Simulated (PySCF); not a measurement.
Breaking a bond: ICl, singlet.

Levels: UKS-BLYP = unrestricted BLYP/def2-SVP, def2 effective core potentials past Kr run with PySCF 2.14.0; CASSCF(14,8)/def2-SVP, def2 effective core potentials past Kr (PySCF); UMP2 = PySCF with MP2 on UHF/def2-SVP, 9 core orbitals frozen, def2 effective core potentials past Kr; RHF/STO-3G = restricted Hartree-Fock/STO-3G (PySCF); UCCSD(T) = PySCF with CCSD(T) on UHF/def2-SVP, 9 core orbitals frozen, def2 effective core potentials past Kr.

Energies are in eV, each relative to the lowest point of its own curve near equilibrium.

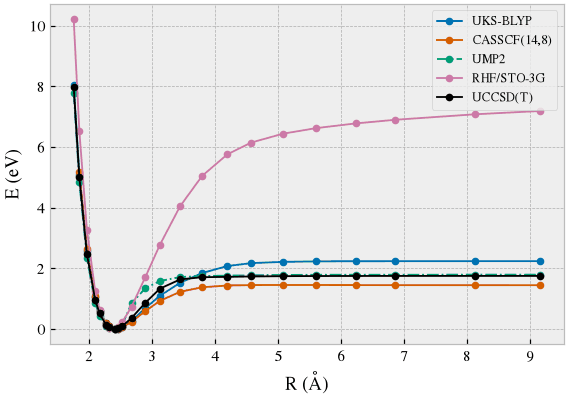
Fig. 1. Energy against bond length for each method.

```
R / Å  UKS-BLYP  CASSCF(14,8)   UMP2  RHF/STO-3G  UCCSD(T)
-----  --------  ------------  -----  ----------  --------
1.75      8.034             —  7.792      10.201     7.980
1.84      5.085         5.179  4.827       6.510     4.992
1.96      2.576         2.617  2.334       3.267     2.467
2.09      1.058         1.071  0.867       1.259     0.965
2.16      0.583         0.589  0.429       0.634     0.507
2.26      0.185         0.188  0.092       0.139     0.140
2.31      0.079         0.081  0.018       0.027     0.050
2.40      0.000         0.000  0.000       0.000     0.000
2.45      0.004         0.002  0.038       0.061     0.019
2.52      0.051         0.045  0.133       0.215     0.085
2.67      0.260         0.233  0.840       0.734     0.360
2.89      0.688         0.589  1.346       1.716     0.864
3.12      1.091         0.922  1.576       2.775     1.325
3.44      1.517         1.221  1.707       4.042     1.629
3.79      1.839         1.370  1.741       5.044     1.702
4.19      2.069         1.427  1.752       5.753     1.713
4.57      2.166         1.442  1.765       6.142     1.726
5.07      2.207         1.445  1.776       6.432     1.736
5.60      2.224         1.444  1.780       6.618     1.740
6.23      2.228         1.442  1.783       6.773     1.742
6.86      2.230         1.441  1.783       6.894     1.743
8.12      2.232         1.439  1.784       7.074     1.744
9.16      2.232         1.439  1.785       7.183     1.744
```

At the longest distance, 9.16 Å, RHF/STO-3G lies highest above its minimum (7.183 eV) and CASSCF(14,8) lowest (1.439 eV).

A dash means that the run gave no value there, or that the column was ended at a point which the program doubted or which failed a test of continuity chosen for this set; such a test can also cut sound points.

The unrestricted determinant behind UKS-BLYP is spin-contaminated at 2.89 to 9.16 Å (<S²> up to 1.0, against 0.00 for a pure singlet). The unrestricted determinant behind UMP2, UCCSD(T) is spin-contaminated at 2.67 to 9.16 Å (<S²> up to 1.0, against 0.00 for a pure singlet). The restricted form behind RHF/STO-3G keeps the bonding electrons paired and can't separate into open-shell fragments.
